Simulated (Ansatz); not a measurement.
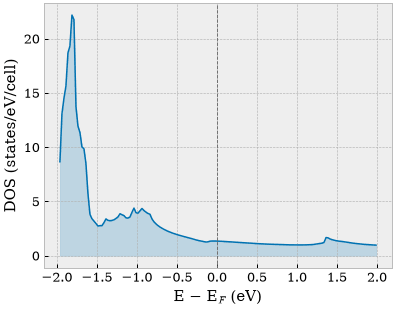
Figure. Density of states of Ni₂Al₃ (P-3m1) near the Fermi level, PBEsol, rigid bands run with Ansatz (a first-principles code).

Task: With 5 atoms a cell, what bare Sommerfeld coefficient γ = (π²/3) k_B² N(E_F) follows?

Result: N(E_F) ≈ 1.35 states/eV a cell at 300 K, so γ ≈ 0.63 mJ/(mol of atoms·K²), before many-body enhancement (phonons, spin fluctuations, correlation).

Task: How far does the Fermi level move in a rigid band for 0.1 electron a cell added or removed?

Result: 75 meV and -74 meV.

A metal at this level (no band gap); rigid bands, thermally averaged at 300 K, both spins. Spin-orbit coupling is left out. Geometry: cell and atoms relaxed with PBEsol.

Computed structure with no diffraction record at hand here (it may be known, metastable or hypothetical): Ni2Al3 (P-3m1). Treated as nonmagnetic (a ferromagnetic start lost its moment, other orders weren't tried): Ni2Al3 (P-3m1).
